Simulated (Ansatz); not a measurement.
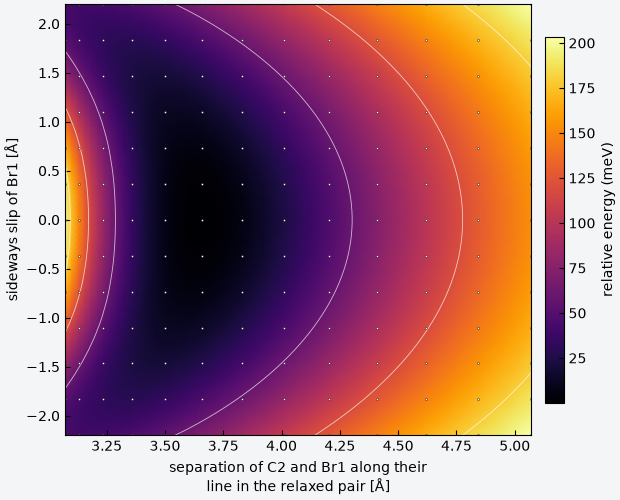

The pair Br···CH₂O, charge −1. The first coordinate is: separation of C2 and Br1 along their line in the relaxed pair; the second: sideways slip of Br1. Nothing is relaxed (both partners rigid). The grid has 13 × 13 points; 91 points were computed and 78 follow by symmetry. Points are written as (first, second). Energies: meV, counted from the lowest grid point. These are results of Ansatz 0.2.0, RHF/def2-SVPD, not measurements.

Drawn: a smooth colour map with a few white contour lines, dots at the grid points. Between grid points the surface is interpolated.

The lowest grid point is at (3.658 Å, 0.00 Å). No other kind of well shows on this grid. The highest grid point, (5.071 Å, −2.20 Å), lies 204 meV above the lowest. Round the minimum the two coordinates are nearly uncoupled.

The level of theory is changed to Ansatz 0.2.0, RKS PBE0-D4/def2-SVPD; with it change the reference geometry, relaxed at the new level; the new grid has 15 × 15 points.

How does the landscape change?

The minimum (interpolated where it lies between grid points) moves from (3.658 Å, 0.00 Å) to about (3.114 Å, 0.000 Å). The curvature at the minimum changes from about 0.56 to 1 eV/Å² along the first coordinate and from about 0.022 to 0.093 eV/Å² along sideways slip of Br1.

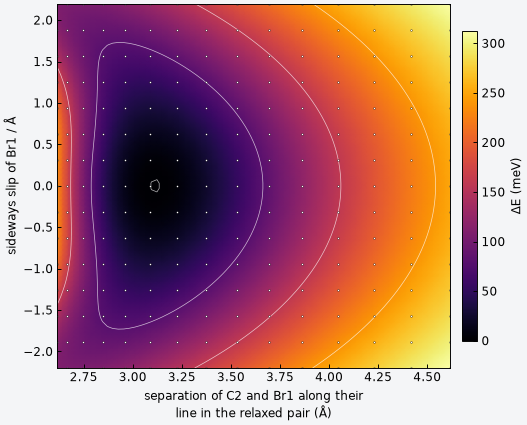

The map after the change, on a colour scale of its own. Drawn: a smooth colour map with a few white contour lines, dots at the grid points. Between grid points the surface is interpolated.
